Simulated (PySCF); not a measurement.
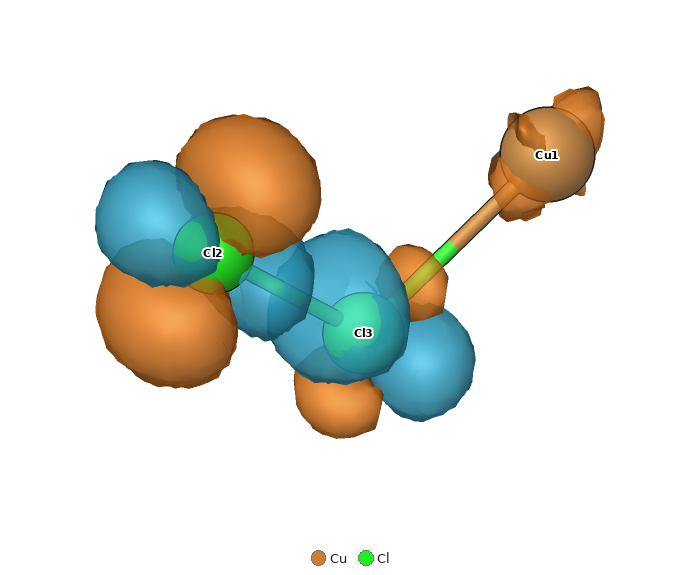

Figure. Cl$_{2}$Cu, charge +1, SMILES `[Cu+].ClCl`. Unrelaxed difference density of S₂ less the ground state (TDA singlet states), ±0.06 e/Å³; light blue: gain, orange: loss.

Computed with PySCF, BHandHLYP/def2-SVP, geometry: GFN2-xTB. This is a single-reference result, which may miss multireference character in this system. The pair's geometry is semi-empirical, so its contact may be too short or too long. GFN2-xTB bond lengths at metals and heavier atoms can be off by up to 0.1 Å and shapes distorted, which carries into these values. Without diffuse functions Rydberg states are missing, so the states' numbers hold for this basis only.

Geometry (Å), atoms numbered from 1:

```
Cu1     -1.4738   -0.2218    0.0000
Cl2      2.0021   -0.5042    0.0000
Cl3      0.5121    0.8825    0.0000
```

**How does the charge move on excitation?**

0.64 e is displaced in all, of which about 0.2 e passes between atoms: Cl2 (0.16 e) loses electrons and Cl3 (0.19 e) gains them. The state: 3.54 eV (350 nm), f = 0.001 (very weak), ligand-centred; the leading pair carries 97 %; hole on Cl2 (67 %), Cl3 (20 %) and Cu1 (13 %), electron on Cl2 (51 %), Cl3 (39 %) and Cu1 (10 %); their centroids lie 0.3 Å apart.
